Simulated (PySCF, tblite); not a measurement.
# C₉H₁₂: geometry, infrared bands and NMR shifts

What infrared bands and NMR shifts should C₉H₁₂ (`C#CC(CC=C)CC=C`) show?

The runs use tblite 0.8.0 and PySCF 2.14.0, with density-fitted response routines of our own; the level of theory stands in each step. All values are computed, except where a source is named. Atoms are numbered from 0 throughout.

**1. Starting geometry**

21 atoms, charge 0, multiplicity 1; geometry from: force field or distance geometry start.

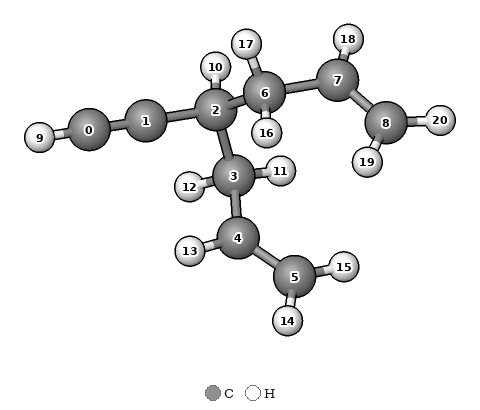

The starting geometry (carbon grey, hydrogen white), atoms numbered.

**2. Optimising the geometry with GFN2-xTB**

The job: settings as JSON, then the geometry in Å.

```
{"job": {"kind": "relax", "xc": "GFN2-xTB", "basis": "xTB"}, "charge": 0, "multiplicity": 1}
C      0.606700     3.228100    -0.615600
C      0.375800     2.059100    -0.838900
C      0.114700     0.622600    -1.106300
C     -1.229900     0.309100    -0.487400
C     -1.256600     0.511400     0.986200
C     -1.515300    -0.437800     1.872600
C      1.240300    -0.150900    -0.523500
C      1.080100    -1.633000    -0.737300
C      1.013600    -2.375600     0.366900
H      0.795900     4.248100    -0.422800
H      0.043000     0.411400    -2.179500
H     -1.617400    -0.684800    -0.767700
H     -1.952300     1.054000    -0.897700
H     -1.043100     1.535400     1.328800
H     -1.492300    -0.093400     2.927800
H     -1.726800    -1.465300     1.619300
H      1.401800     0.027700     0.565700
H      2.163700     0.157300    -1.036500
H      1.014600    -2.046000    -1.735200
H      1.087300    -1.817000     1.311900
H      0.887200    -3.443400     0.368800
```

The run is started by

```bash
$ OMP_NUM_THREADS=1 python probes_run.py task.json out
```

This one command runs all jobs of the session in turn.

Output:

```text
step      E/eV     max force
  0    -686.80488    1.878
  1    -686.91767    3.245
  2    -686.93254    3.219
  3    -687.01698    0.821
  4    -687.04288    0.555
  5    -687.07155    0.651
  6    -687.09928    0.271
  7    -687.10856    0.271
  8    -687.12413    0.252
  9    -687.13234    0.187
 10    -687.13941    0.209
 11    -687.14511    0.245
 12    -687.15147    0.256
 13    -687.15783    0.190
 14    -687.16161    0.124
 15    -687.16359    0.085
 16    -687.16505    0.080
 17    -687.16624    0.078
 18    -687.16718    0.072
 19    -687.16798    0.067
 20    -687.16883    0.064
 21    -687.16980    0.083
 22    -687.17078    0.076
 23    -687.17160    0.064
 24    -687.17226    0.063
 25    -687.17286    0.061
 26    -687.17346    0.060
 27    -687.17407    0.057
 28    -687.17474    0.068
 29    -687.17552    0.065
 30    -687.17638    0.072
 31    -687.17716    0.061
 32    -687.17775    0.056
 33    -687.17822    0.048
 34    -687.17865    0.046
 35    -687.17901    0.042
 36    -687.17924    0.032
 37    -687.17939    0.032
 38    -687.17956    0.039
 39    -687.17978    0.043
 40    -687.18001    0.035
 41    -687.18018    0.025
 42    -687.18030    0.025
 43    -687.18044    0.033
 44    -687.18065    0.047
 45    -687.18093    0.044
 46    -687.18121    0.049
 47    -687.18143    0.048
 48    -687.18163    0.034
 49    -687.18184    0.031
 50    -687.18203    0.033
 51    -687.18219    0.037
 52    -687.18236    0.035
 53    -687.18259    0.044
 54    -687.18286    0.043
 55    -687.18308    0.030
 56    -687.18324    0.029
 57    -687.18337    0.028
 58    -687.18351    0.032
 59    -687.18366    0.031
 60    -687.18378    0.022
 61    -687.18384    0.017
 62    -687.18390    0.020
 63    -687.18396    0.023
 64    -687.18402    0.021
 65    -687.18408    0.019
 66    -687.18413    0.017
 67    -687.18420    0.021
 68    -687.18430    0.027
 69    -687.18443    0.026
 70    -687.18456    0.020
 71    -687.18467    0.021
 72    -687.18477    0.020
 73    -687.18485    0.019
 74    -687.18493    0.018
 75    -687.18499    0.015
 76    -687.18505    0.017
 77    -687.18511    0.018
 78    -687.18518    0.019
 79    -687.18524    0.019
 80    -687.18530    0.018
 81    -687.18535    0.018
 82    -687.18539    0.013
 83    -687.18543    0.011
 84    -687.18545    0.013
 85    -687.18548    0.016
 86    -687.18551    0.016
 87    -687.18555    0.015
 88    -687.18559    0.015
 89    -687.18563    0.012
 90    -687.18566    0.010
```

Run time: 0.99 s. Hardware: 1 thread of Arm Neoverse N1, shared host.

Relaxation path: (not every step is listed)

```csv
step,energy from step 0 (eV),largest force (eV/Å)
0,0.0000,1.8783
1,-0.1128,3.2454
2,-0.1277,3.2188
3,-0.2121,0.8215
4,-0.2380,0.5553
5,-0.2667,0.6512
6,-0.2944,0.2713
7,-0.3037,0.2707
8,-0.3193,0.2518
15,-0.3587,0.0851
22,-0.3659,0.0762
29,-0.3706,0.0649
36,-0.3744,0.0323
43,-0.3756,0.0333
50,-0.3772,0.0325
57,-0.3785,0.0277
64,-0.3791,0.0210
71,-0.3798,0.0205
78,-0.3803,0.0193
85,-0.3806,0.0161
86,-0.3806,0.0163
87,-0.3807,0.0152
88,-0.3807,0.0152
89,-0.3807,0.0121
90,-0.3808,0.0100
```

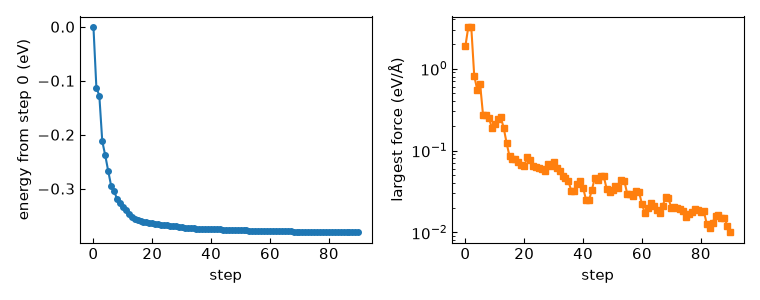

Energy and largest force along the relaxation.

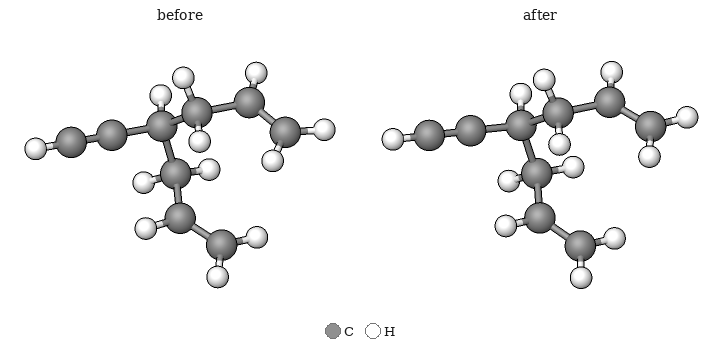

Before and after, at one scale.

Distances of close pairs at the start and the end, largest changes first:

```csv
bond,before (Å),after (Å),change (Å)
C2–C6,1.485,1.540,+0.055
C5–H14,1.110,1.077,-0.033
C1–C2,1.484,1.451,-0.033
C2–C3,1.513,1.541,+0.028
C6–H16,1.115,1.091,-0.024
C8–H19,1.100,1.078,-0.022
C3–H12,1.116,1.095,-0.021
C4–H13,1.101,1.083,-0.018
```

The end geometry stands in the next job.

**3. Vibrational analysis with GFN2-xTB**

The job: settings as JSON, then the geometry in Å.

```
{"job": {"kind": "ir", "xc": "GFN2-xTB", "basis": "xTB"}, "charge": 0, "multiplicity": 1}
C      0.599958     3.273949    -0.794197
C      0.379463     2.104827    -0.922968
C      0.115899     0.684987    -1.065652
C     -1.244776     0.323218    -0.438451
C     -1.261233     0.564391     1.036819
C     -1.549003    -0.354844     1.938264
C      1.258792    -0.126737    -0.427116
C      1.093419    -1.591826    -0.669457
C      1.033283    -2.503961     0.281921
H      0.792040     4.299598    -0.686813
H      0.073880     0.452729    -2.138071
H     -1.464561    -0.725619    -0.647283
H     -2.016554     0.941032    -0.908718
H     -1.007649     1.572715     1.338448
H     -1.549228    -0.141505     2.993922
H     -1.800096    -1.364344     1.655413
H      1.290389     0.074564     0.645064
H      2.203755     0.207055    -0.867529
H      1.020934    -1.882526    -1.710835
H      1.100943    -2.238419     1.324310
H      0.921424    -3.552341     0.062458
```

Output:

```text
mode    cm-1     km/mol
  1      49.9      0.02
  2      71.9      0.05
  3      82.5      0.04
  4      92.7      0.13
  5     132.4      0.03
  6     181.4      0.28
  7     231.2      0.09
  8     291.3      0.26
  9     363.7      0.25
 10     395.4      0.20
 11     410.9      1.75
 12     471.4      0.42
 13     522.2      5.32
 14     619.8      3.85
 15     636.8     10.14
 16     665.5     19.37
 17     699.4      5.53
 18     849.9      1.29
 19     891.0     10.85
 20     896.9     19.86
 21     908.7      1.77
 22     931.3      4.96
 23     949.1      1.75
 24     970.2      6.59
 25    1025.1     20.35
 26    1026.5      7.47
 27    1052.7      4.64
 28    1091.8      0.14
 29    1102.7      1.89
 30    1142.0      3.66
 31    1184.4      3.38
 32    1218.6      2.96
 33    1244.3      1.19
 34    1262.1      0.77
 35    1284.1      1.32
 36    1296.9      1.33
 37    1323.8      0.64
 38    1333.7      1.47
 39    1416.6      2.08
 40    1418.5      2.18
 41    1463.3      1.59
 42    1467.4      2.10
 43    1720.7      9.20
 44    1721.6     12.14
 45    2291.0     13.75
 46    2893.9     41.22
 47    2945.6     45.03
 48    2946.8     34.95
 49    2986.1     32.80
 50    2995.4     22.69
 51    3042.0     49.65
 52    3058.1     31.53
 53    3096.5     25.69
 54    3099.0     21.20
 55    3121.8     70.37
 56    3123.8     44.73
 57    3396.0      2.21
```

Wall time 1.3 s (1 thread of Arm Neoverse N1, shared host).

The strongest bands and the atoms that carry them (share of the mass-weighted mode):

```csv
cm⁻¹,km/mol,atoms
2894,41.2,H10 93 %
2946,45.0,"H12 79 %, H17 13 %"
2947,35.0,"H17 79 %, H12 13 %"
2986,32.8,H11 92 %
3042,49.6,H18 90 %
3058,31.5,H13 90 %
3122,70.4,"H14 60 %, H15 27 %"
3124,44.7,"H20 56 %, H19 32 %"
```

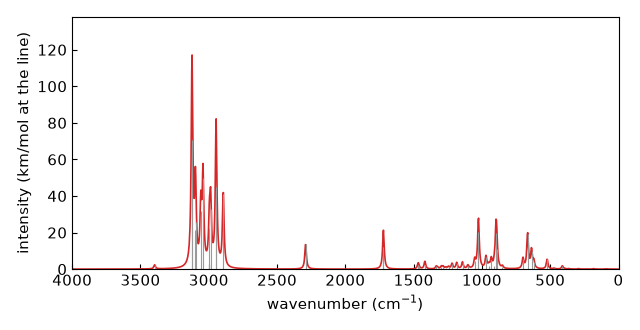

The infrared spectrum from these modes, unscaled. Lines are broadened to a width of 14 cm⁻¹ (Lorentzian).

**4. Nuclear shieldings: PBE0/pcSseg-1**

Same as in step 3 but for these lines:

```diff
@@ -1,2 +1,2 @@
-{"job": {"kind": "ir", "xc": "GFN2-xTB", "basis": "xTB"}, "charge": 0, "multiplicity": 1}
+{"job": {"kind": "nmr", "xc": "PBE0", "basis": "pcSseg-1"}, "charge": 0, "multiplicity": 1}
 C      0.599958     3.273949    -0.794197
```

Method: GIAO PBE0/pcSseg-1 NMR shielding, non-relativistic, gas phase.

Output:

```text
coarse grid: 17216 points
cycle   1  E = -349.4586112006  dE =  1.111e+00  |g| = 4.912e-01  |ddm| = 4.217e+00
cycle   2  E = -349.4676845065  dE = -9.073e-03  |g| = 4.654e-01  |ddm| = 1.031e+00
cycle   3  E = -349.5239059290  dE = -5.622e-02  |g| = 5.132e-02  |ddm| = 4.758e-01
cycle   4  E = -349.5241033379  dE = -1.974e-04  |g| = 4.352e-02  |ddm| = 8.279e-02
cycle   5  E = -349.5245491894  dE = -4.459e-04  |g| = 1.324e-02  |ddm| = 4.076e-02
cycle   6  E = -349.5245896703  dE = -4.048e-05  |g| = 2.985e-03  |ddm| = 1.310e-02
cycle   7  E = -349.5245916554  dE = -1.985e-06  |g| = 1.083e-03  |ddm| = 2.857e-03
final grid: 165336 points
cycle   8  E = -349.5825619488  dE = -6.012e-05  |g| = 8.582e-03  |ddm| = 6.261e-02
cycle   9  E = -349.5825583492  dE =  3.600e-06  |g| = 9.424e-03  |ddm| = 1.674e-02
cycle  10  E = -349.5825810374  dE = -2.269e-05  |g| = 1.649e-03  |ddm| = 9.404e-03
cycle  11  E = -349.5825816772  dE = -6.398e-07  |g| = 4.695e-04  |ddm| = 1.680e-03
cycle  12  E = -349.5825817244  dE = -4.716e-08  |g| = 1.872e-04  |ddm| = 5.003e-04
cycle  13  E = -349.5825817320  dE = -7.585e-09  |g| = 6.604e-05  |ddm| = 1.819e-04
cycle  14  E = -349.5825817330  dE = -1.062e-09  |g| = 1.124e-05  |ddm| = 6.569e-05
cycle  15  E = -349.5825817330  dE = -3.354e-11  |g| = 2.642e-06  |ddm| = 1.351e-05
converged SCF energy = -349.5825817330

GIAO shielding tensors (ppm)
atom      isotropic    diamagn.    paramagn.     s11        s22        s33       span
  0 C      110.571     259.683    -149.112     38.394     44.527    248.791    210.397
  1 C       94.364     261.400    -167.035    -12.931     -0.856    296.880    309.811
  2 C      157.256     247.653     -90.397    151.667    153.190    166.911     15.244
  3 C      146.628     247.532    -100.904    135.517    146.375    157.993     22.476
  4 C       43.506     257.788    -214.283    -79.184     45.396    164.305    243.489
  5 C       61.865     254.474    -192.609    -54.306     80.911    158.990    213.296
  6 C      144.182     247.819    -103.637    124.990    141.236    166.319     41.329
  7 C       42.185     257.173    -214.988    -76.981     48.642    154.894    231.874
  8 C       61.550     254.313    -192.763    -54.062     79.447    159.265    213.327
  9 H       30.166      35.070      -4.904     24.793     25.110     40.595     15.802
 10 H       29.217      30.165      -0.949     24.774     28.050     34.826     10.053
 11 H       29.389      32.871      -3.483     26.637     28.659     32.870      6.233
 12 H       29.219      30.050      -0.831     25.193     27.626     34.837      9.643
 13 H       25.288      32.320      -7.032     21.891     24.417     29.556      7.665
 14 H       26.233      29.724      -3.491     22.813     25.524     30.362      7.549
 15 H       26.296      32.176      -5.880     22.141     26.327     30.420      8.279
 16 H       29.235      32.643      -3.408     27.487     29.135     31.085      3.598
 17 H       29.174      30.166      -0.992     24.446     28.851     34.225      9.779
 18 H       25.959      31.282      -5.323     23.112     25.762     29.004      5.892
 19 H       26.247      32.378      -6.131     22.085     26.267     30.390      8.305
 20 H       26.313      28.728      -2.415     23.026     25.651     30.260      7.234
```

Run time: 64 s. Hardware: 1 thread of Arm Neoverse N1, shared host; peak memory 0.96 GiB.

The references, computed at this level on geometries of the same kind, shield at (ppm): 1H TMS 31.72, 13C TMS 186.9. Their shielding less the atom's gives the shift. The references are single molecules in the gas phase. Atoms listed in one row are averaged.

```csv
atoms,environment,σ (ppm),δ (ppm),δ scaled to CDCl3
"C4, C7",alkene CH,42.8,144.1,138.7
"C5, C8",terminal =CH2 carbon,61.7,125.2,120.3
C1,alkyne carbon,94.4,92.6,88.4
C0,terminal alkyne carbon,110.6,76.4,72.6
"C3, C6",allylic sp3 CH2,145.4,41.5,38.6
C2,propargylic sp3 CH,157.3,29.7,27.0
"H13, H18",hydrogen on an alkene CH,25.62,6.09,5.85
"H15, H19",hydrogen on a terminal =CH2 carbon,26.27,5.45,5.24
"H14, H20",hydrogen on a terminal =CH2 carbon,26.27,5.44,5.24
H10,hydrogen on a propargylic sp3 CH,29.22,2.50,2.46
"H12, H16",hydrogen on an allylic sp3 CH2,29.23,2.49,2.45
"H11, H17",hydrogen on an allylic sp3 CH2,29.28,2.44,2.40
H9,hydrogen on a terminal alkyne carbon,30.17,1.55,1.57
```

The scaled column applies a straight-line fit of computed shieldings to shifts measured in CDCl3 (root-mean-square error 0.16 ppm for H, 1.9 ppm for C).

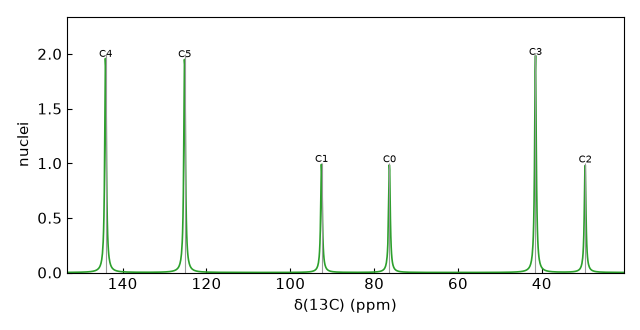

13C lines at the computed shifts, without couplings. Lines are broadened to a width of 0.46 ppm (Lorentzian).

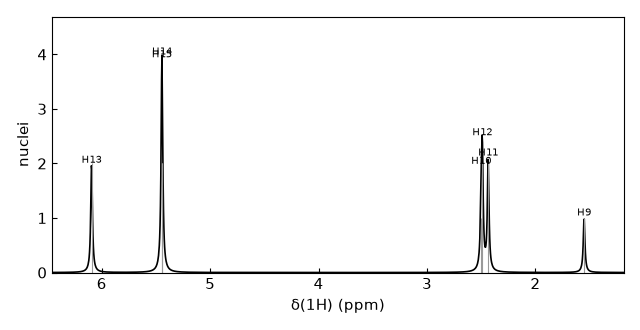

1H lines at the computed shifts, without couplings. Lines are broadened to a width of 0.02 ppm (Lorentzian).

The run also stored atomic charges by several schemes (e):

```csv
atoms,Mulliken,IAO,Hirshfeld,ESP fit
C0,-0.44,-0.26,-0.12,-0.41
C1,0.34,-0.03,-0.03,-0.11
C2,-0.33,-0.12,0.00,0.26
"C3, C6",-0.09,-0.25,-0.07,-0.34
"C4, C7",-0.26,-0.13,-0.03,0.04
"C5, C8",-0.13,-0.32,-0.10,-0.55
```

IAO charges:

C0 -0.26; C1 -0.03; C2 -0.12; C3 -0.25; C4 -0.13; C5 -0.32; C6 -0.25; C7 -0.13; C8 -0.32; H9 0.20; H10 0.16; H11 0.14; H12 0.15; H13 0.15; H14 0.15; H15 0.14; H16 0.15; H17 0.15; H18 0.14; H19 0.15; H20 0.15

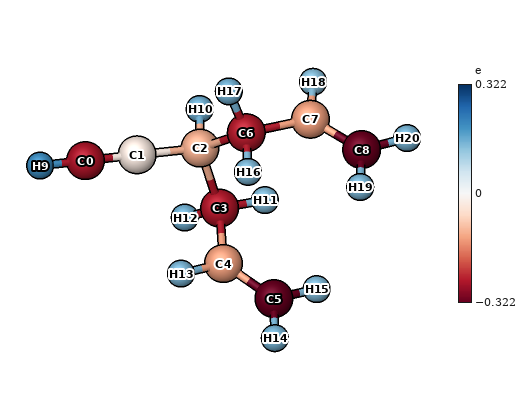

IAO charges, as colours on the atoms.

Mayer bond orders: C0–C1 2.51, C1–C2 1.01, C2–C3 1.03, C3–C4 1.02, C4–C5 1.98, C2–C6 0.99, C6–C7 1.04, C7–C8 1.98.

**5. Results**

```
                                                               quantity                                         value
                              strongest single infrared mode (GFN2-xTB)                          3122 cm⁻¹, 70 km/mol
                                           zero-point energy (GFN2-xTB)                                110.2 kcal/mol
13C shifts against TMS (PBE0/pcSseg-1, means over atoms taken as alike)      144.1, 125.2, 92.6, 76.4, 41.5, 29.7 ppm
 1H shifts against TMS (PBE0/pcSseg-1, means over atoms taken as alike)  6.09, 5.45, 5.44, 2.50, 2.49, 2.44, 1.55 ppm
```

The optimisation took 90 steps and gained 0.381 eV; among the close pairs (by a distance rule), C2–C6 changed most, from 1.485 to 1.540 Å. No mode is imaginary among the 57: a minimum at this level. Unscaled tight-binding wavenumbers are off by several per cent, some by more. Its intensities can rank the bands wrongly. C4, C7 (mean) (alkene CH) lies farthest downfield among carbon, at 144.1 ppm; an sp2 carbon of a C=C bond. H13, H18 (mean) (hydrogen on an alkene CH) lies farthest downfield among hydrogen, at 6.09 ppm; a vinylic proton, deshielded by the sp2 carbon and the C=C anisotropy. At PBE0/pcSseg-1: The largest span, 310 ppm, is at C1, where the paramagnetic term is -167 ppm.
